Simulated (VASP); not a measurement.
Band structure of C (space group Cmme). Calculation: LDA (Ceperley-Alder, Perdew-Zunger), VASP's LDA PAW potentials (set 64) (plane waves; VASP 6.6.1).

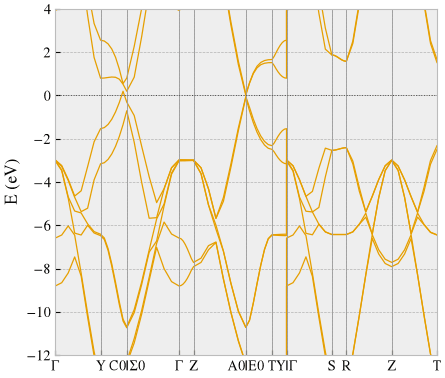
Figure. Bands along high-symmetry lines, zero at the valence-band maximum or, without a gap, the Fermi level

Problem. Read the plot: is there a gap, and where are the band edges?

Solution. It has no gap at this level: it comes out as a metal or semimetal. (Edges off the drawn lines would not show.)

The structure comes from a computed database's C entry (Cmme); how it stands against other phases isn't given here. It was relaxed first, which changed the volume by -6 %.
